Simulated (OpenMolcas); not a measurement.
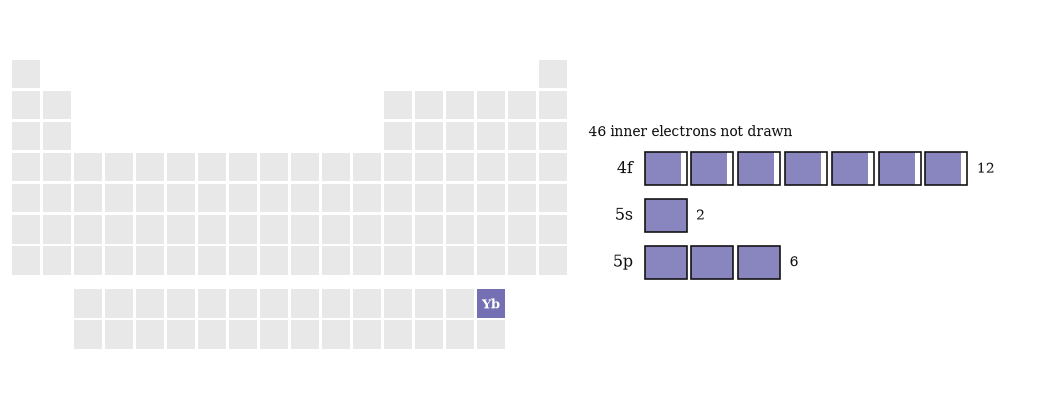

Left, the place of ytterbium in the periodic table; right, the outer shells of the leading configuration of the lowest level: a box for each of the 2l + 1 orbitals, shaded by the share of the shell that is filled, with the electron count at the right.

**Run report: Yb⁴⁺, multiconfigurational calculation (part 1 of 2)**

Yb⁴⁺. Computed at this level: state-averaged CASSCF, active space 12 electrons in the shell 4f, basis ANO-RCC-VQZP, DKH2 scalar Hamiltonian, spin-orbit coupling by RASSI with atomic mean-field integrals (OpenMolcas).

## The program's output (extracts)
```
--- SEWARD ---
Basis set label: YB.ANO-RCC...9S8P6D4F3G2H.

      Electronic valence basis set:
      ------------------
      Associated Effective Charge  70.000000 au
      Associated Actual Charge     70.000000 au
      Nuclear Model: Point charge

      Shell  nPrim  nBasis  Cartesian Spherical Contaminant
         s      25       9        X
         p      22       8        X
         d      15       6                 X
         f      11       4                 X
         g       4       3                 X
         h       2       2                 X
                  Relativistic Douglas-Kroll-Hess integrals:
                    - DKH order of Hamiltonian: 2
                    - DKH order of Properties : 0
                  Atomic mean-field integrals
--- RASSCF ---
Wave function specifications:
      -----------------------------

      Number of closed shell electrons          54
      Number of electrons in active shells      12
      Max number of holes in RAS1 space          0
      Max nr of electrons in RAS3 space          0
      Number of inactive orbitals               27
      Number of active orbitals                  7
      Number of secondary orbitals             106
      Spin quantum number                      1.0
      State symmetry                             1
Orbital specifications:
      -----------------------

      Symmetry species                           1   2
                                                ag  au
      Frozen orbitals                            0   0
      Inactive orbitals                         15  12
      Active orbitals                            0   7
      RAS1 orbitals                              0   0
      RAS2 orbitals                              0   7
      RAS3 orbitals                              0   0
      Secondary orbitals                        51  55
      Deleted orbitals                           0   0
      Number of basis functions                 66  74
      Number of CSFs                            21
      Number of root(s) required                21
      Iter CI   SX   CI       RASSCF       Energy    max ROT     max BLB   max BLB  Level Ln srch  Step   QN
          iter iter root      energy       change     param      element    value   shift minimum  type update
 Nr of preliminary CI iterations:   1
      Total energies have been shifted. Add               -14000.00 au
        1   1   10    0   -42.52230665    0.00E+00  -1.21E-01*  15  34 2  1.13E+00*  0.00   0.00    SX    NO
        2   1   11    0   -43.17919595   -6.57E-01*  7.25E-02   15  34 2 -6.41E-01*  0.00   0.00    SX    NO
        3   1   11    0   -43.25267787   -7.35E-02*  7.85E-02   13  32 2  6.71E-01*  0.00   0.00    SX    NO
        4   1   11    0   -43.30283632   -5.02E-02* -7.48E-02   15  34 2 -5.79E-01*  0.00   0.00    SX    NO
        5   1   11    0   -43.30414178   -1.31E-03* -3.04E-02   19  38 2  6.15E-01*  0.00   0.50    LS   YES
        6   1   11    0   -43.56456367   -2.60E-01* -1.14E-02   13  32 2  1.15E-01*  0.00   1.22    QN   YES
        7   1   10    0   -43.57353373   -8.97E-03* -2.13E-03   15  34 2 -2.23E-02*  0.00   0.83    QN   YES
        8   1    8    0   -43.57394320   -4.09E-04*  5.14E-05   13  46 2 -7.25E-04*  0.00   0.99    QN   YES
        9   1    7    0   -43.57394368   -4.77E-07*  1.03E-05   15  18 1 -9.42E-05   0.00   0.99    QN   YES
       10   1    5    0   -43.57394368   -5.58E-09   1.60E-06   15  18 1 -1.45E-05   0.00   1.11    QN   YES
      Convergence after 10 iterations
       11   1    5    0   -43.57394368   -9.28E-11   1.60E-06    9  18 1  6.28E-07   0.00   1.11    QN   YES
      Natural orbitals and occupation numbers for root  1
      sym 2:   1.998979   1.523091   1.477931   2.000000   1.477931   1.523091   1.998979
      Natural orbitals and occupation numbers for root  2
      sym 2:   2.000000   1.525720   1.525720   1.998739   1.475541   1.475541   1.998739
      Natural orbitals and occupation numbers for root  3
      sym 2:   1.529480   1.998353   1.472166   1.529480   1.998353   1.472166   2.000000
::    RASSCF root number  1 Total energy: -14043.61313501
::    RASSCF root number  2 Total energy: -14043.61313501
::    RASSCF root number  3 Total energy: -14043.61313501
::    RASSCF root number  4 Total energy: -14043.61313501
::    RASSCF root number  5 Total energy: -14043.61313501
::    RASSCF root number  6 Total energy: -14043.61313501
::    RASSCF root number  7 Total energy: -14043.61313501
::    RASSCF root number  8 Total energy: -14043.61313501
::    RASSCF root number  9 Total energy: -14043.61313501
::    RASSCF root number 10 Total energy: -14043.61313501
::    RASSCF root number 11 Total energy: -14043.61313501
::    RASSCF root number 12 Total energy: -14043.57394368
::    RASSCF root number 13 Total energy: -14043.57394368
::    RASSCF root number 14 Total energy: -14043.57394368
::    RASSCF root number 15 Total energy: -14043.57394368
::    RASSCF root number 16 Total energy: -14043.57394368
::    RASSCF root number 17 Total energy: -14043.57394368
::    RASSCF root number 18 Total energy: -14043.57394368
::    RASSCF root number 19 Total energy: -14043.43024217
::    RASSCF root number 20 Total energy: -14043.43024217
::    RASSCF root number 21 Total energy: -14043.43024217
--- RASSCF ---
Wave function specifications:
      -----------------------------

      Number of closed shell electrons          54
      Number of electrons in active shells      12
      Max number of holes in RAS1 space          0
      Max nr of electrons in RAS3 space          0
      Number of inactive orbitals               27
      Number of active orbitals                  7
      Number of secondary orbitals             106
      Spin quantum number                      0.0
      State symmetry                             1
Orbital specifications:
      -----------------------

      Symmetry species                           1   2
                                                ag  au
      Frozen orbitals                            0   0
      Inactive orbitals                         15  12
      Active orbitals                            0   7
      RAS1 orbitals                              0   0
      RAS2 orbitals                              0   7
      RAS3 orbitals                              0   0
      Secondary orbitals                        51  55
      Deleted orbitals                           0   0
      Number of basis functions                 66  74
      Number of CSFs                            28
      Number of root(s) required                28
      Iter CI   SX   CI       RASSCF       Energy    max ROT     max BLB   max BLB  Level Ln srch  Step   QN
          iter iter root      energy       change     param      element    value   shift minimum  type update
 Nr of preliminary CI iterations:   1
      Total energies have been shifted. Add               -14000.00 au
        1   1    5    0   -43.48157801    0.00E+00  -1.38E-03   13  32 2 -7.82E-03*  0.00   0.00    SX    NO
        2   1    9    0   -43.48160999   -3.20E-05* -8.25E-04   13  32 2  5.64E-03*  0.00   0.00    SX    NO
        3   1    9    0   -43.48160160    8.38E-06* -1.05E-03   13  32 2 -7.08E-03*  0.00   0.00    SX    NO
        4   1    9    0   -43.48158892    1.27E-05* -1.20E-03   13  32 2  8.13E-03*  0.00   0.00    SX    NO
        5   1   10    0   -43.48157192    1.70E-05*  9.70E-04   13  32 2 -9.44E-03*  0.00   0.46    SX   YES
        6   1    9    0   -43.48162116   -4.92E-05*  3.24E-04   13  32 2  4.77E-03*  0.00   0.66    QN   YES
        7   1    6    0   -43.48163798   -1.68E-05*  1.21E-06   13  32 2  1.40E-05   0.00   1.00    QN   YES
        8   1    2    0   -43.48163798   -1.36E-10   5.14E-08   15  18 1 -4.80E-07   0.00   1.00    QN   YES
      Convergence after  8 iterations
        9   1    2    0   -43.48163798   -9.09E-12   5.14E-08   13  39 2  1.57E-07   0.00   1.00    QN   YES
      Natural orbitals and occupation numbers for root  1
      sym 2:   1.998839   1.483562   1.839951   1.890205   1.630905   1.666947   1.489591
      Natural orbitals and occupation numbers for root  2
      sym 2:   1.976581   1.765597   1.870514   1.895126   1.257757   1.459740   1.774685
      Natural orbitals and occupation numbers for root  3
      sym 2:   1.959655   1.988725   1.240157   1.888729   1.548034   1.562100   1.812600
::    RASSCF root number  1 Total energy: -14043.56824194
::    RASSCF root number  2 Total energy: -14043.56824194
::    RASSCF root number  3 Total energy: -14043.56824194
::    RASSCF root number  4 Total energy: -14043.56824194
::    RASSCF root number  5 Total energy: -14043.56824194
::    RASSCF root number  6 Total energy: -14043.56824194
::    RASSCF root number  7 Total energy: -14043.56824194
::    RASSCF root number  8 Total energy: -14043.56824194
::    RASSCF root number  9 Total energy: -14043.56824194
::    RASSCF root number 10 Total energy: -14043.47487748
::    RASSCF root number 11 Total energy: -14043.47487748
::    RASSCF root number 12 Total energy: -14043.47487748
::    RASSCF root number 13 Total energy: -14043.47487748
::    RASSCF root number 14 Total energy: -14043.47487748
::    RASSCF root number 15 Total energy: -14043.44556905
::    RASSCF root number 16 Total energy: -14043.44556905
::    RASSCF root number 17 Total energy: -14043.44556905
::    RASSCF root number 18 Total energy: -14043.44556905
::    RASSCF root number 19 Total energy: -14043.44556905
::    RASSCF root number 20 Total energy: -14043.44556905
::    RASSCF root number 21 Total energy: -14043.44556905
::    RASSCF root number 22 Total energy: -14043.44556905
::    RASSCF root number 23 Total energy: -14043.44556905
::    RASSCF root number 24 Total energy: -14043.44556905
::    RASSCF root number 25 Total energy: -14043.44556905
::    RASSCF root number 26 Total energy: -14043.44556905
::    RASSCF root number 27 Total energy: -14043.44556905
::    RASSCF root number 28 Total energy: -14043.20490081
```

(Continued in part 2.) Outcome of the run: converged.
